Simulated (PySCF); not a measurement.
# CH6OSi2 (SMILES O[Si]C[SiH3]) (triplet): what the fields show

The calculation's input:

```
{"job": {"kind": "epr"}, "charge": 0, "multiplicity": 3}
Si    -0.365304     0.408736     1.748409
C     -0.674598     0.812181    -0.086061
Si     0.610774    -0.037375    -1.173524
O     -0.551028    -1.199705     2.194126
H     -0.612103     1.906157    -0.204442
H     -1.702045     0.504971    -0.345778
H      0.704631    -1.484572    -0.808616
H      1.944815     0.599048    -0.957180
H      0.255092     0.056990    -2.627197
H      0.268124    -1.706326     2.223796
```

Command:

```sh
OMP_NUM_THREADS=1 python cluster_run.py task.json out
```

Geometry: PBE0-D3(BJ)/def2-SVP.

All numbers below come from PySCF 2.14.0, density-fitted response routines, UKS B3LYP, IGLO-III on C O Si, pcH-1 on H, non-relativistic, mean-field spin-orbit, GIAO.

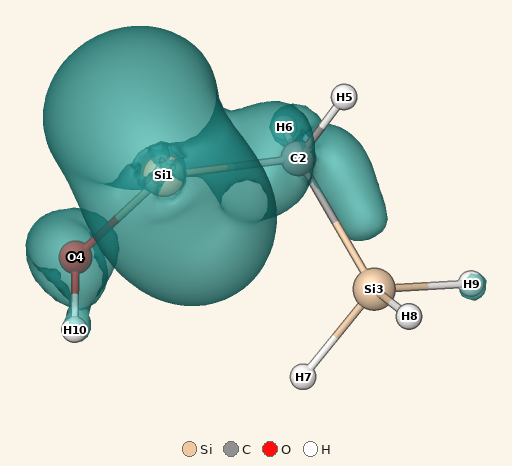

Figure 1. Isosurfaces of the spin density at +0.03 (teal) and −0.03 e/Å³ (pink), seen across its widest extent.

### Describe the spin distribution.

The unpaired spin (2 electrons) lies mostly on Si1 (about 1.5), C2 (about 0.2), O4 (about 0.2) and Si3 (about 0.1), in electrons by Hirshfeld's partition. Only one sign reaches the isovalue.

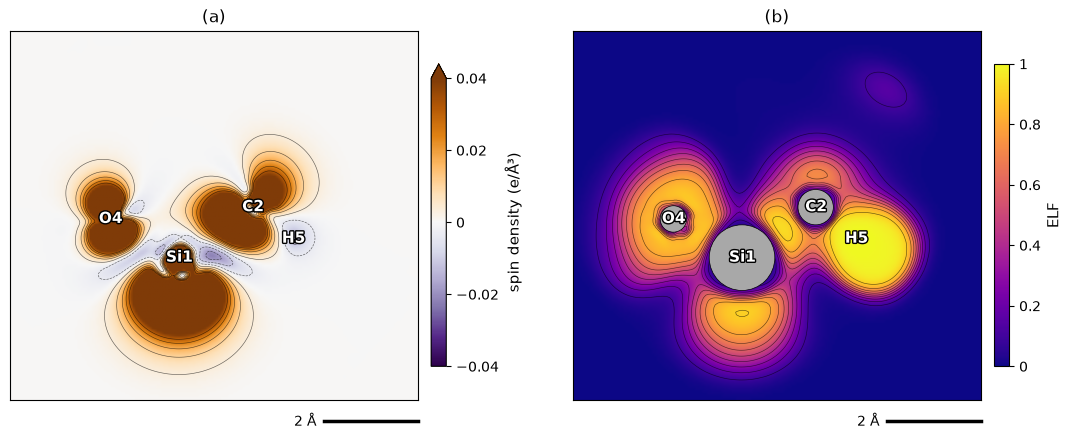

Figure 2. (a) spin density (α minus β); (b) ELF on the plane of atoms C2, Si1 and O4. Grey discs cover the atomic cores in the ELF map.

### Describe what can be read from this map.

- Atoms in the plane: Si, C, O and H.
- Si–O (1.68 Å): the ELF peaks at about 0.90 between the atoms (a polar covalent bond).
- C–Si (1.90 Å): the ELF peaks at about 0.95 between the atoms, as expected for localised, covalent bonding.
- C–H (1.10 Å): the ELF climbs to about 1 towards the hydrogen, as it does in any bond to H (a covalent bond by its length).
- The ELF also peaks beside Si1 and O4, away from the bonds: non-bonding electrons, paired or unpaired.

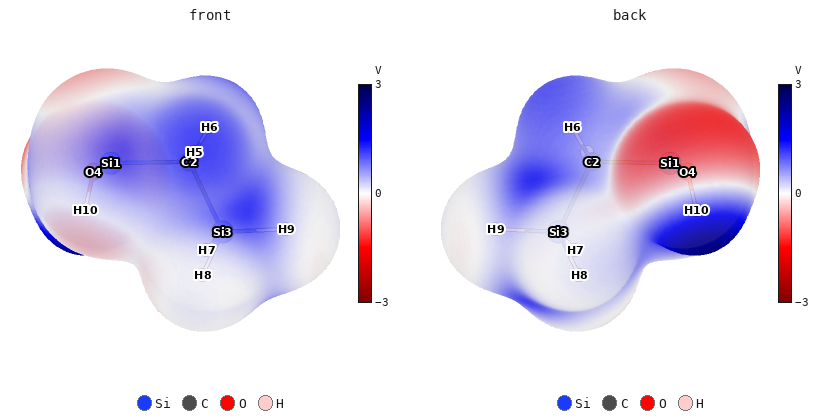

Figure 3. The electrostatic potential painted on the density surface at 0.002 e/bohr³, seen from the front and from behind; the colour scale runs from red (negative) to blue (positive).

### Describe the electrostatic potential map.

The most negative region (about −1.3 V) lies over O4, the most positive (about +2.5 V) over H10. O4 is the likeliest acceptor of a hydrogen bond.
